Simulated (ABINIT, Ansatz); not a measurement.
## Re (Rhenium): phonons by linear response

How does Re (Rhenium) vibrate, and is this structure a minimum?

Main program and level: ABINIT 10.8.3; DFT PBE, scalar-relativistic, plane waves, PseudoDojo norm-conserving pseudopotentials.

### Step 1. Starting point

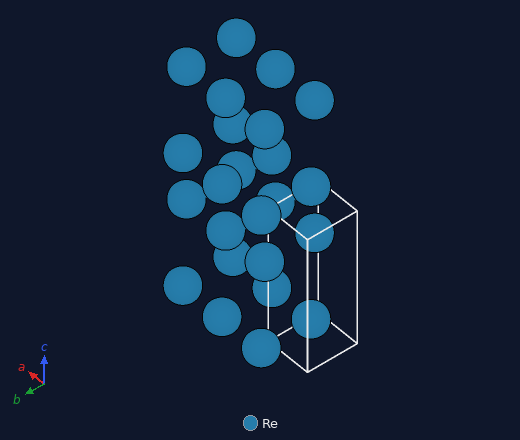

The starting structure, seen from a free direction (rhenium blue). 3×2×2 cells are drawn.

As a file:

```cif
data_structure
_symmetry_space_group_name_H-M 'P6_3/mmc'
_symmetry_Int_Tables_number 194
_cell_length_a 2.7608
_cell_length_b 2.7608
_cell_length_c 4.4582
_cell_angle_alpha 90.000
_cell_angle_beta 90.000
_cell_angle_gamma 120.000
_cell_volume 29.43
loop_
_atom_site_label
_atom_site_type_symbol
_atom_site_symmetry_multiplicity
_atom_site_Wyckoff_symbol
_atom_site_fract_x
_atom_site_fract_y
_atom_site_fract_z
_atom_site_occupancy
Re1 Re 2 c 0.33333 0.66667 0.25000 1
```

### Step 2. A probe with smearing

A first run with smearing and empty bands tells whether the crystal has a gap, which decides between fixed occupations and smearing later on.

probe.abi reads:

```
# ground state
tolvrs 1.0d-08
prtden 1
prtwf 1

# basis, mesh and filling
ecut 30.0
ngkpt 9 9 4
nshiftk 1
shiftk 0.0 0.0 0.0
istwfk *1
occopt 7
tsmear 0.005
nband 23
nstep 100
diemac 9.0
prtebands 0
prtgsr 0

# cell and atoms
acell 5.217155885 5.217155885 8.424777009
rprim 
    1.0 0.0 0.0
    -0.5 0.8660254038 0.0
    0.0 0.0 1.0
ntypat 1
znucl 75
natom 2
typat 1 1
xred 
    1/3 2/3 0.25
    2/3 1/3 0.75
pp_dirpath "./pseudo"
pseudos "Re.upf"
```

Started as:

```sh
OMP_NUM_THREADS=1 mpirun -n 16 abinit probe.abi > probe.log
```

Numbers of over 12 decimals in the logs are rounded to 6 here.

probe.abo, the main output file:

```text
[banners, grids, parts of the stress and lines that vanish by symmetry left out]
- input  file    -> probe.abi
- output file    -> probe.abo
- root for input  files -> probei
[...]
Symmetries : space group P6_3/m m c (#194); Bravais hP (primitive hexag.)
[...]
mpw =        1576          nfft =       32805          nkpt =          36
[...]
== DATASET  1 ==================================================================
[...]
-    --> not optimal distribution: autoparal keyword recommended in input file <--
[...]
cutoff_energies: {ecut:  30.0, pawecutdg:  -1.0, }
[...]
ETOT  1  -173.50122035486    -1.735E+02 1.174E-01 3.598E+01
 ETOT  2  -173.58494162824    -8.372E-02 2.252E-02 7.967E+00
 ETOT  3  -173.58758051140    -2.639E-03 4.556E-03 3.185E-03
 ETOT  4  -173.58758405991    -3.549E-06 2.652E-03 5.911E-05
 ETOT  5  -173.58758407869    -1.877E-08 3.073E-04 2.367E-06
 ETOT  6  -173.58758407962    -9.308E-10 6.278E-04 1.457E-08
 ETOT  7  -173.58758407962    -6.111E-12 2.090E-04 5.002E-11
 At SCF step    7       vres2   =  5.00E-11 < tolvrs=  1.00E-08 =>converged.
[...]
sigma(1 1)= -1.81076756E-04  sigma(3 2)=  0.00000000E+00
  sigma(2 2)= -1.81076757E-04  sigma(3 1)=  0.00000000E+00
  sigma(3 3)= -1.91676918E-04  sigma(2 1)=  0.00000000E+00
[...]
convergence: {deltae: -6.111E-12, res2:  5.002E-11, residm:  2.090E-04, diffor: null, }
etotal    :  -1.73587584E+02
[...]
sigma(1 1)= -1.81076756E-04  sigma(3 2)=  0.00000000E+00
  sigma(2 2)= -1.81076757E-04  sigma(3 1)=  0.00000000E+00
  sigma(3 3)= -1.91676918E-04  sigma(2 1)=  0.00000000E+00
[...]
- sigma(1 1)= -5.32746209E+00  sigma(3 2)=  0.00000000E+00
- sigma(2 2)= -5.32746213E+00  sigma(3 1)=  0.00000000E+00
- sigma(3 3)= -5.63932964E+00  sigma(2 1)=  0.00000000E+00
[...]
fcart     -1.5483408676E-28  2.9797833890E-29 -0.0000000000E+00
           strten     -1.8107675584E-04 -1.8107675731E-04 -1.9167691840E-04
================================================================================

[key lines of the parts left out:]
pressure_GPa:   5.4314E+00
```

Run time: 5.3 s. Hardware: 16 MPI ranks of Arm Neoverse V1, shared host; 83 s of CPU time.

Numbers from this step:

* volume per atom: 14.71 Å³
* pressure: 5.431 GPa
* gap on the k-mesh: 0 eV

No gap opens on this mesh, so smearing is kept; the printed pressure holds the stress of the finite basis too.

### Step 3. Relaxation

The harmonic expansion needs vanishing forces, and a free crystal bears no stress, so cell and atoms are brought to rest. Stress is more sensitive to the basis than forces are: the last 3 Ha under the cutoff are smoothed with ecutsm, and the cutoff is raised above that of the later runs.

relax.abi reads:

```
# relaxation
ionmov 2
optcell 2
dilatmx 1.08
ntime 40
tolmxf 1.0d-05
tolvrs 1.0d-14
prtwf 0
prtden 0
chksymtnons 0

# basis, mesh and filling
ecut 38.0
ecutsm 3.0
ngkpt 12 12 6
nshiftk 1
shiftk 0.0 0.0 0.0
istwfk *1
occopt 7
tsmear 0.01
nband 23
nstep 100
diemac 1000000.0
prtebands 0
prtgsr 0

# cell and atoms
acell 5.217155885 5.217155885 8.424777009
rprim 
    1.0 0.0 0.0
    -0.5 0.8660254038 0.0
    0.0 0.0 1.0
ntypat 1
znucl 75
natom 2
typat 1 1
xred 
    1/3 2/3 0.25
    2/3 1/3 0.75
pp_dirpath "./pseudo"
pseudos "Re.upf"
```

Started as:

```sh
OMP_NUM_THREADS=1 mpirun -n 16 abinit relax.abi > relax.log
```

relax.abo, the main output file:

```text
[banners, grids, parts of the stress and lines that vanish by symmetry left out]
- input  file    -> relax.abi
- output file    -> relax.abo
- root for input  files -> relaxi
[...]
Symmetries : space group P6_3/m m c (#194); Bravais hP (primitive hexag.)
[...]
mpw =        2826          nfft =       55296          nkpt =          76
[...]
== DATASET  1 ==================================================================
[...]
cutoff_energies: {ecut:  38.0, pawecutdg:  -1.0, }
[...]
ETOT  1  -173.49620037629    -1.735E+02 2.426E-01 5.990E+01
 ETOT  2  -173.58675694808    -9.056E-02 1.265E-01 9.717E+00
 ETOT  3  -173.58868904235    -1.932E-03 1.061E-02 2.443E-03
 ETOT  4  -173.58869087168    -1.829E-06 5.829E-03 7.518E-05
 ETOT  5  -173.58869088400    -1.232E-08 1.267E-03 1.729E-07
[...]
At SCF step    9       vres2   =  5.83E-16 < tolvrs=  1.00E-14 =>converged.
[...]
sigma(1 1)= -1.97470317E-04  sigma(3 2)=  0.00000000E+00
  sigma(2 2)= -1.97470319E-04  sigma(3 1)=  0.00000000E+00
  sigma(3 3)= -2.30870477E-04  sigma(2 1)=  0.00000000E+00
[...]
convergence: {deltae:  8.527E-14, res2:  5.828E-16, residm:  7.835E-04, diffor: null, }
etotal    :  -1.73588691E+02
[...]
ETOT  1  -173.58649601077    -1.736E+02 6.559E-04 1.316E+01
[...]
At SCF step    9       vres2   =  6.10E-17 < tolvrs=  1.00E-14 =>converged.
[...]
sigma(1 1)=  3.56741333E-05  sigma(3 2)=  0.00000000E+00
  sigma(2 2)=  3.56741318E-05  sigma(3 1)=  0.00000000E+00
  sigma(3 3)=  2.16521188E-05  sigma(2 1)=  0.00000000E+00
[...]
convergence: {deltae: -1.990E-13, res2:  6.098E-17, residm:  8.497E-05, diffor: null, }
etotal    :  -1.73589020E+02
[...]
ETOT  1  -173.58898460894    -1.736E+02 3.369E-02 2.236E-01
[...]
At SCF step    8       vres2   =  5.07E-16 < tolvrs=  1.00E-14 =>converged.
[...]
sigma(1 1)=  4.00941864E-06  sigma(3 2)=  0.00000000E+00
  sigma(2 2)=  4.00941720E-06  sigma(3 1)=  0.00000000E+00
  sigma(3 3)= -5.00679656E-06  sigma(2 1)=  0.00000000E+00
[...]
convergence: {deltae: -3.411E-12, res2:  5.067E-16, residm:  4.815E-05, diffor: null, }
etotal    :  -1.73589028E+02
[...]
ETOT  1  -173.58902751585    -1.736E+02 3.997E-05 3.795E-03
[...]
At SCF step    7       vres2   =  6.31E-15 < tolvrs=  1.00E-14 =>converged.
[...]
sigma(1 1)=  1.05508992E-06  sigma(3 2)=  0.00000000E+00
  sigma(2 2)=  1.05508848E-06  sigma(3 1)=  0.00000000E+00
  sigma(3 3)= -3.56484968E-06  sigma(2 1)=  0.00000000E+00
[...]
convergence: {deltae: -2.160E-12, res2:  6.315E-15, residm:  8.895E-06, diffor: null, }
etotal    :  -1.73589028E+02
[...]
ETOT  1  -173.58902768552    -1.736E+02 6.264E-06 3.449E-03
[...]
At SCF step    7       vres2   =  4.93E-16 < tolvrs=  1.00E-14 =>converged.
[...]
sigma(1 1)= -2.05795140E-07  sigma(3 2)=  0.00000000E+00
  sigma(2 2)= -2.05796576E-07  sigma(3 1)=  0.00000000E+00
  sigma(3 3)= -3.49252176E-07  sigma(2 1)=  0.00000000E+00
[...]
convergence: {deltae: -8.527E-14, res2:  4.929E-16, residm:  1.065E-05, diffor: null, }
etotal    :  -1.73589028E+02
[...]
ETOT  1  -173.58902843198    -1.736E+02 8.902E-06 1.626E-05
[...]
ETOT  5  -173.58902843517    -2.274E-13 1.887E-06 3.035E-12
 ETOT  6  -173.58902843518    -1.450E-12 5.224E-06 7.437E-15
 At SCF step    6       vres2   =  7.44E-15 < tolvrs=  1.00E-14 =>converged.
[...]
sigma(1 1)= -2.89751730E-08  sigma(3 2)=  0.00000000E+00
  sigma(2 2)= -2.89766089E-08  sigma(3 1)=  0.00000000E+00
  sigma(3 3)= -2.64219360E-08  sigma(2 1)=  0.00000000E+00
[...]
convergence: {deltae: -1.450E-12, res2:  7.437E-15, residm:  5.224E-06, diffor: null, }
etotal    :  -1.73589028E+02
[...]
At Broyd/MD step   6, gradients are converged :
[...]
sigma(1 1)= -2.89751730E-08  sigma(3 2)=  0.00000000E+00
  sigma(2 2)= -2.89766089E-08  sigma(3 1)=  0.00000000E+00
  sigma(3 3)= -2.64219360E-08  sigma(2 1)=  0.00000000E+00
[...]
- sigma(1 1)= -8.52479022E-04  sigma(3 2)=  0.00000000E+00
- sigma(2 2)= -8.52521266E-04  sigma(3 1)=  0.00000000E+00
- sigma(3 3)= -7.77360195E-04  sigma(2 1)=  0.00000000E+00
[...]
fcart     -0.0000000000E+00 -1.1862791926E-28 -6.2006098377E-32
           strten     -2.8975173025E-08 -2.8976608855E-08 -2.6421935979E-08
================================================================================

[key lines of the parts left out:]
pressure_GPa:   8.2745E-04
Total energy (etotal) [Ha]= -1.73589028435175E+02
```

Wall time 58 s (16 MPI ranks).

Relaxation path:

| step | energy less that of the first step (eV) | largest force (eV/Å) | volume (Å³) |
| --- | --- | --- | --- |
| 1 | 0.0000 | 0.0000 | 29.43 |
| 2 | -0.0089 | 0.0000 | 29.98 |
| 3 | -0.0092 | 0.0000 | 29.91 |
| 4 | -0.0092 | 0.0000 | 29.91 |
| 5 | -0.0092 | 0.0000 | 29.91 |
| 6 | -0.0092 | 0.0000 | 29.91 |

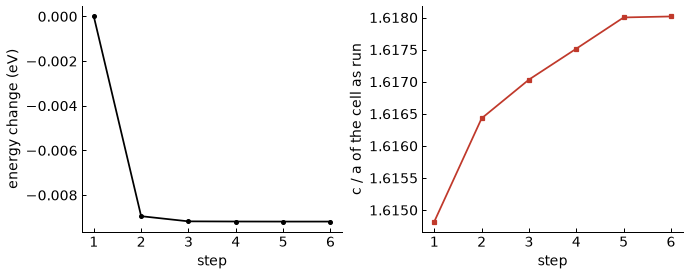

Energy and cell shape along the relaxation.

| conventional cell, symmetrised | before | after | change |
| --- | --- | --- | --- |
| a (Å) | 2.761 | 2.774 | +0.5 % |
| b (Å) | 2.761 | 2.774 | +0.5 % |
| c (Å) | 4.458 | 4.488 | +0.7 % |
| volume (Å³/atom) | 14.71 | 14.95 | +1.6 % |

The relaxed structure:

```xyz
2
Lattice="2.7739 0.0000 0.0000 -1.3870 2.4023 0.0000 0.0000 0.0000 4.4882" Properties=species:S:1:pos:R:3 pbc="T T T"
Re    0.0000    1.6015    1.1221
Re    1.3870    0.8008    3.3662
```

Numbers from this step:

* volume per atom: 14.95 Å³
* pressure: 8.27e-4 GPa

The volume changes by +1.6 % in this run and stands +1.6 % from the first cell.

### Step 4. Self-consistent run for the response

First-order wavefunctions inherit every error of the ground state, hence the very tight tolvrs. Smearing stays on, as the first look found no gap above 0.3 eV.

gs.abi reads:

```
# ground state
tolvrs 1.0d-16
prtden 1
prtwf 1

# basis, mesh and filling
ecut 30.0
ngkpt 12 12 6
nshiftk 1
shiftk 0.0 0.0 0.0
istwfk *1
occopt 7
tsmear 0.01
nband 23
nstep 100
diemac 1000000.0
prtebands 0
prtgsr 0

# cell and atoms
acell 5.241934459 5.241934459 8.481541073
rprim 
    1.0 0.0 0.0
    -0.5 0.8660254038 0.0
    0.0 0.0 1.0
ntypat 1
znucl 75
natom 2
typat 1 1
xred 
    1/3 2/3 0.25
    2/3 1/3 0.75
pp_dirpath "./pseudo"
pseudos "Re.upf"
```

Started as:

```sh
OMP_NUM_THREADS=1 mpirun -n 16 abinit gs.abi > gs.log
```

gs.abo, the main output file:

```text
[banners, grids, parts of the stress and lines that vanish by symmetry left out]
- input  file    -> gs.abi
- output file    -> gs.abo
- root for input  files -> gsi
[...]
Symmetries : space group P6_3/m m c (#194); Bravais hP (primitive hexag.)
[...]
mpw =        1605          nfft =       32805          nkpt =          76
[...]
== DATASET  1 ==================================================================
[...]
cutoff_energies: {ecut:  30.0, pawecutdg:  -1.0, }
[...]
ETOT  1  -173.50628710760    -1.735E+02 1.575E-01 3.748E+01
 ETOT  2  -173.58661506351    -8.033E-02 3.619E-02 6.595E+00
 ETOT  3  -173.58885128764    -2.236E-03 2.563E-03 1.587E-03
 ETOT  4  -173.58885262740    -1.340E-06 3.153E-03 4.908E-05
 ETOT  5  -173.58885264095    -1.354E-08 7.425E-04 1.354E-07
[...]
ETOT  9  -173.58885264098     0.000E+00 2.018E-04 1.173E-15
 ETOT 10  -173.58885264098     1.705E-13 2.340E-04 2.393E-18
 At SCF step   10       vres2   =  2.39E-18 < tolvrs=  1.00E-16 =>converged.
[...]
sigma(1 1)=  1.13587412E-05  sigma(3 2)=  0.00000000E+00
  sigma(2 2)=  1.13587397E-05  sigma(3 1)=  0.00000000E+00
  sigma(3 3)=  1.14051205E-05  sigma(2 1)=  0.00000000E+00
[...]
convergence: {deltae:  1.705E-13, res2:  2.393E-18, residm:  2.340E-04, diffor: null, }
etotal    :  -1.73588853E+02
[...]
sigma(1 1)=  1.13587412E-05  sigma(3 2)=  0.00000000E+00
  sigma(2 2)=  1.13587397E-05  sigma(3 1)=  0.00000000E+00
  sigma(3 3)=  1.14051205E-05  sigma(2 1)=  0.00000000E+00
[...]
- sigma(1 1)=  3.34185703E-01  sigma(3 2)=  0.00000000E+00
- sigma(2 2)=  3.34185661E-01  sigma(3 1)=  0.00000000E+00
- sigma(3 3)=  3.35550231E-01  sigma(2 1)=  0.00000000E+00
[...]
fcart     -5.1367395839E-29 -2.6691281833E-28 -6.5018106610E-26
           strten      1.1358741183E-05  1.1358739747E-05  1.1405120530E-05
================================================================================

[key lines of the parts left out:]
pressure_GPa:  -3.3464E-01
```

Elapsed: 9.9 s, on 16 MPI ranks; 2.6 min of CPU time.

Read from the output:

| Property | Result |
| --- | --- |
| pressure | -0.3346 GPa |

The cell stands at -0.33 GPa: the relaxation ran with a smoothed and higher cutoff, and the difference is a stress of the finite basis.

(Continued in part 2 of 4.)

[Host names and launcher messages were left out of these logs when they were recorded.]

[Logs are printed without paths, hosts, clocks, repeated set-up lines and the standing remarks that a program may print on its own settings, such as how far it seeks lower states.]

[Hosts, paths, dates, database ids (printed as entryN), source tags and the programs' standing remarks are cut or masked in the printed files.]
